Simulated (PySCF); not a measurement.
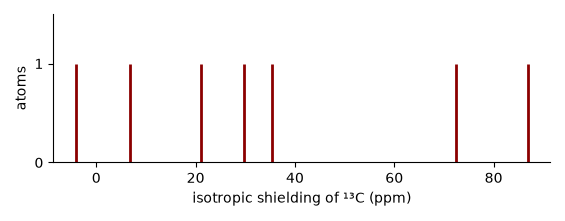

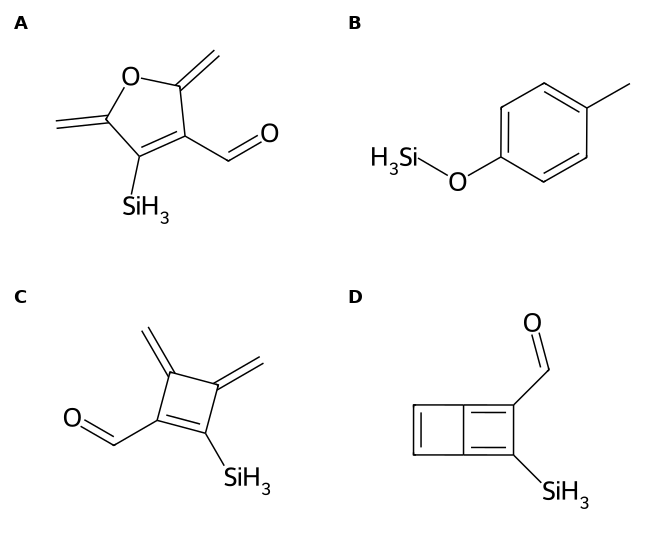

The sticks are computed shieldings of one of the molecules, for one fixed geometry (GFN2-xTB) without averaging over rotations. Low shielding means a high chemical shift. Method: GIAO PBE0/pcSseg-1 NMR shielding, non-relativistic, gas phase (PySCF 2.14.0).

### Which molecule gives this pattern?

C, `C=C1C(=C)C(C=O)=C1[SiH3]`. Its 7 C atoms give lines at −4.1, 6.7, 21.1, 29.8, 35.3, 72.3, 86.8 ppm.

The geometry is semi-empirical. Around Si such bond lengths and angles can be off by a tenth of an ångström or more and by several degrees, and values that hang on the shape move with them.
